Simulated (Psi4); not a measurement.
# N2H (dinitrogen monohydride): UCCSD/jun-cc-pVDZ (sweep point 2)

What is the vertical electron affinity of N2H (dinitrogen monohydride) at UCCSD/jun-cc-pVDZ (sweep point 2)? 

The calculation is run with Psi4 1.11.

2 further runs of the same task are left out: 1 that didn't finish, 1 set aside as unsound or not needed.

## (1) The structure to begin with

N2H: 3 atoms, total charge 0, spin state doublet. As SMILES, `[N]=N`. Geometry: relaxed at PBE0-D4/def2-TZVP.

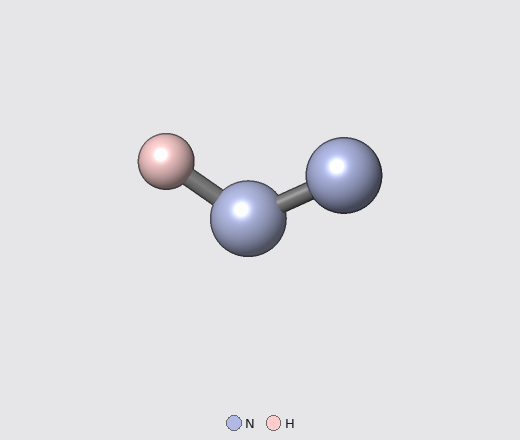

The structure, seen from a chosen angle (nitrogen light blue, hydrogen pink).

## (2) The energy at UCCSD/jun-cc-pVDZ (sweep point 2)

Input file hn2.inp:

```
memory 1600 MB

molecule system {
  0 2
  N      0.710530    -0.606720     0.326180
  N     -0.268660    -0.217710    -0.170100
  H     -0.441870     0.824430    -0.156080
  units angstrom
  symmetry c1
}

set basis jun-cc-pVDZ
set reference uhf
set puream true
set scf_type pk
set num_frozen_docc 2
set maxiter 100

result, w = energy("ccsd", return_wfn=True)
```

The run is started by

```sh
$ psi4 -i hn2.inp -o hn2.out -n 1
```

hn2.out:

```text
[...]
  Running in c1 symmetry.
[...]
  Nuclear repulsion =   27.719687010035415
[...]
  Multiplicity = 2
[...]
  Nalpha       = 8
  Nbeta        = 7
[...]
    Number of basis functions: 41
[...]
   @UHF iter   1:  -109.40455204184802   -7.49220e-01   5.16998e-03 ADIIS/DIIS
[...]
   @UHF iter  19:  -109.44369961817168   -2.88480e-12   7.70705e-09 DIIS
[...]
   @S^2 Observed:                8.463773864E-01
[...]
    Orbital Energies [Eh]
    ---------------------
    Alpha Occupied:
       1A    -15.671929     2A    -15.653679     3A     -1.434091
       4A     -0.915925     5A     -0.717094     6A     -0.638332
       7A     -0.574695     8A     -0.389266
    Alpha Virtual:
       9A      0.098134    10A      0.105656    11A      0.123833
      12A      0.155263    13A      0.157503    14A      0.197511
      15A      0.205532    16A      0.246629    17A      0.304696
      18A      0.352282    19A      0.652776    20A      0.891617
      21A      0.960279    22A      1.047324    23A      1.066342
      24A      1.132299    25A      1.159304    26A      1.212598
[...]
  @UHF Final Energy:  -109.44369961817168
   => Energetics <=
    Nuclear Repulsion Energy =             27.7196870100354147
    One-Electron Energy =                -203.0490849481393525
    Two-Electron Energy =                  65.8856983199322599
    Total Energy =                       -109.4436996181716779
  UHF NO Occupations:
  HONO-2 :    6  A 1.9941652
  HONO-1 :    7  A 1.9600605
[...]
 Multipole Moments:
 ------------------------------------------------------------------------------------
     Multipole            Electronic (a.u.)      Nuclear  (a.u.)        Total (a.u.)
 ------------------------------------------------------------------------------------
 L = 1.  Multiply by 2.5417464519 to convert [e a0] to [Debye]
 Dipole X            :          0.4136832           -0.6278990           -0.2142158
 Dipole Y            :         -0.3542102            1.1239941            0.7697839
 Dipole Z            :          0.0000000            0.0000000            0.0000000
 Magnitude           :                                                    0.7990342
[...]
      * MP2 total energy                      = -109.735590767719145
[...]
      * CCSD total energy                     = -109.760205848095865
[...]
```

It took 6 s on 1 thread of Intel Xeon at 2.70GHz, shared host; peak memory 0.22 GiB.

## (3) The singlet anion

Input file job.inp:

```
memory 1600 MB

molecule {
  -1 1
  N      0.710530    -0.606720     0.326180
  N     -0.268660    -0.217710    -0.170100
  H     -0.441870     0.824430    -0.156080
  symmetry c1
}

set reference rhf
set puream true
set scf_type pk
set num_frozen_docc 2

result, w = energy("ccsd/jun-cc-pVDZ", return_wfn=True)
```

The run is started by

```sh
$ psi4 -i job.inp -o job.out -n 1
```

job.out:

```text
[...]
  Running in c1 symmetry.
[...]
  Nuclear repulsion =   27.719687010035415
[...]
  Multiplicity = 1
[...]
  Nalpha       = 8
  Nbeta        = 8
[...]
    Number of basis functions: 41
[...]
   @RHF iter   1:  -109.25296866619273   -5.97637e-01   1.05634e-02 DIIS/ADIIS
[...]
   @RHF iter  14:  -109.37339429229313   -8.95284e-13   2.44796e-09 DIIS
[...]
    Orbital Energies [Eh]
    ---------------------
    Doubly Occupied:
       1A    -15.347503     2A    -15.292522     3A     -1.084168
       4A     -0.575818     5A     -0.347771     6A     -0.281690
       7A     -0.248930     8A      0.005850
[...]
  @RHF Final Energy:  -109.37339429229313
   => Energetics <=
    Nuclear Repulsion Energy =             27.7196870100354147
    One-Electron Energy =                -207.8410599090742323
    Two-Electron Energy =                  70.7479786067456899
    Total Energy =                       -109.3733942922931277
[...]
 Multipole Moments:
 ------------------------------------------------------------------------------------
     Multipole            Electronic (a.u.)      Nuclear  (a.u.)        Total (a.u.)
 ------------------------------------------------------------------------------------
 L = 1.  Multiply by 2.5417464519 to convert [e a0] to [Debye]
 Dipole X            :          0.2850833           -0.6278990           -0.3428157
 Dipole Y            :         -0.5952234            1.1239941            0.5287706
 Dipole Z            :          0.0000000            0.0000000            0.0000000
 Magnitude           :                                                    0.6301754
[...]
      * MP2 total energy                      = -109.706339216079073
[...]
      * CCSD total energy                     = -109.719607628906871
[...]
```

It took 5.4 s on 1 thread of Intel Xeon at 2.70GHz, shared host; peak memory 0.21 GiB.

## (4) Outcome

Level: UCCSD/jun-cc-pVDZ (sweep point 2), 2 core orbitals frozen.

| quantity | value |
| --- | --- |
| doublet N2H: total energy | -109.76021 Eh |
| doublet N2H: HOMO energy (Hartree–Fock orbitals) (highest over α and β) | -10.59 eV |
| doublet N2H: LUMO energy (Hartree–Fock orbitals) (lowest over α and β) | 2.63 eV |
| doublet N2H: correlation energy (2 core orbitals frozen) | -316.5 mEh |
| doublet N2H: ⟨S²⟩ of the reference determinant | 0.846 |
| doublet N2H: T1 diagnostic | 0.056 |
| singlet anion: total energy | -109.71961 Eh |
| singlet anion: HOMO energy (Hartree–Fock orbitals) | 0.16 eV |
| singlet anion: LUMO energy (Hartree–Fock orbitals) | 7.21 eV |
| singlet anion: HOMO–LUMO gap (to an unbound level, set by the basis) | 7.05 eV |
| singlet anion: correlation energy (2 core orbitals frozen) | -346.2 mEh |
| singlet anion: T1 diagnostic | 0.026 |
| vertical electron affinity (to the singlet anion) | -1.105 eV |

What this shows: The anion lies 1.10 eV (25 kcal/mol) above the neutral: the electron isn't bound at this level, and such a value depends on the basis. The T1 diagnostic (doublet N2H) of 0.056 is above the customary mark for such species, so a single reference may not serve. The T1 diagnostic (singlet anion) of 0.026 is above the customary mark for such species, so a single reference may not serve. The HOMO (singlet anion) lies at positive energy, 0.16 eV: the electron is unbound at this level or held by a compact basis; values depend on the basis.
